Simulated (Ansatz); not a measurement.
Consider SnSe₂ in the 2H-MoS2 type structure (space group P6_3/mmc, No. 194; a = 3.796 Å, c = 12.025 Å; a hypothetical phase, not in the database extracts checked; layered, stacked along the Cartesian z axis). Axes: x lies along a and z along c of the hexagonal cell.

Structures relaxed with r2SCAN+rVV10/PAW in Ansatz (an electronic-structure program), scalar-relativistic without spin-orbit coupling.

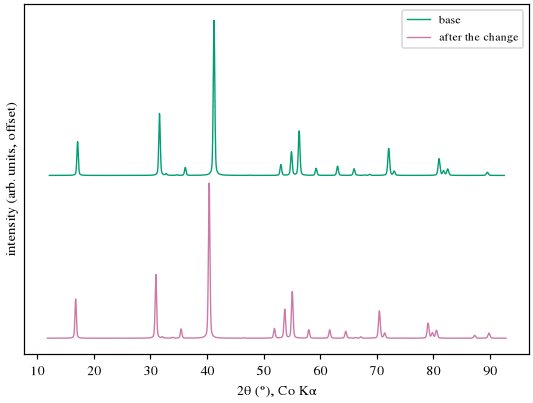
Fig. 1. Simulated powder patterns before (top) and after one change

Question: Which change produced these results?
A) biaxial strain −1.24 %, plane normal [001], relaxed out of plane
B) biaxial strain −0.92 %, plane normal [001], relaxed out of plane
C) uniaxial strain ε_zz = +3.65 %
D) isotropic strain +2.03 %

Answer: D, isotropic strain +2.03 %. Its volume per atom is 26.56 Å³ against 25.01 Å³, and its space group is P6_3/mmc (No. 194).

Stability against distortions was not tested. The final runs are not spin-polarised.
